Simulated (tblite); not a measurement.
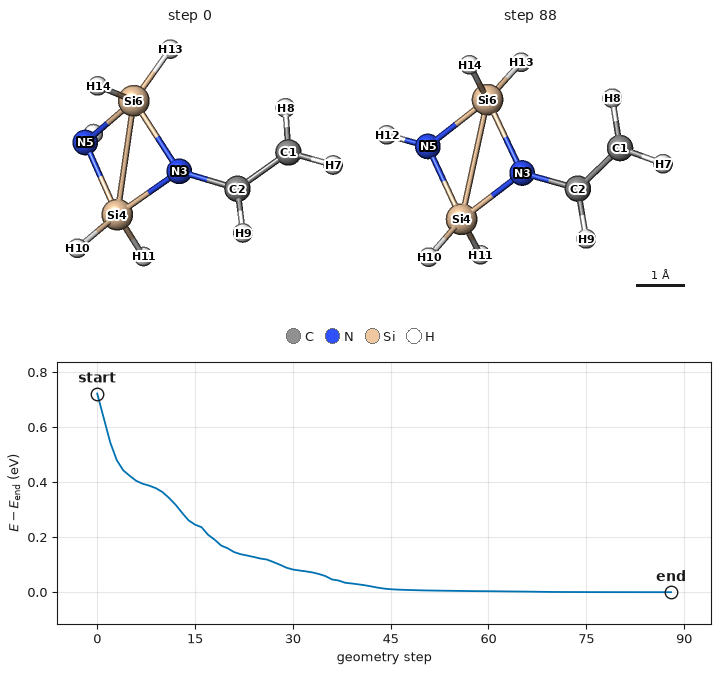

First and last geometry of a relaxation of C₂H₈N₂Si₂, with the history of the run. The picture is a ball-and-stick view, seen at a tilt.

Method: GFN2-xTB geometry optimisation, gas phase in tblite. 

Q: Read the history and describe the run.

A: It converged. Over 88 geometry steps the energy falls by 0.723 eV. H12 moves most after the best rigid fit: 1.27 Å. By element the largest moves are H 1.27 Å, C 0.45 Å, Si 0.41 Å, N 0.23 Å. Among the contacts that change: Si4–Si6 2.512 → 2.623 Å, N3–Si4 1.807 → 1.753 Å, N3–Si6 1.804 → 1.756 Å, N5–H12 1.048 → 1.002 Å. Bond angles that change, for instance: Si4–N5–H12 114.1° → 131.2°, Si6–N5–H12 116.1° → 131.0°, Si4–Si6–H14 108.7° → 122.9°. Groups turn about C2–N3 by about 35°. Cost: 0.56 s on 1 thread of Arm Neoverse V1 (shared host).

| step | E − E(0), eV |
| --- | --- |
| 0 | 0.0000 |
| 1 | -0.0888 |
| 2 | -0.1780 |
| 3 | -0.2425 |
| 4 | -0.2796 |
| 5 | -0.2996 |
| 6 | -0.3179 |
| 7 | -0.3285 |
| 8 | -0.3353 |
| 9 | -0.3444 |
| 10 | -0.3583 |
| 14 | -0.4612 |
| 18 | -0.5315 |
| 22 | -0.5845 |
| 26 | -0.6038 |
| 31 | -0.6438 |
| 35 | -0.6641 |
| 39 | -0.6910 |
| 43 | -0.7061 |
| 47 | -0.7142 |
| 51 | -0.7166 |
| 55 | -0.7179 |
| 59 | -0.7191 |
| 63 | -0.7200 |
| 67 | -0.7210 |
| 72 | -0.7221 |
| 76 | -0.7224 |
| 80 | -0.7225 |
| 84 | -0.7226 |
| 88 | -0.7227 |
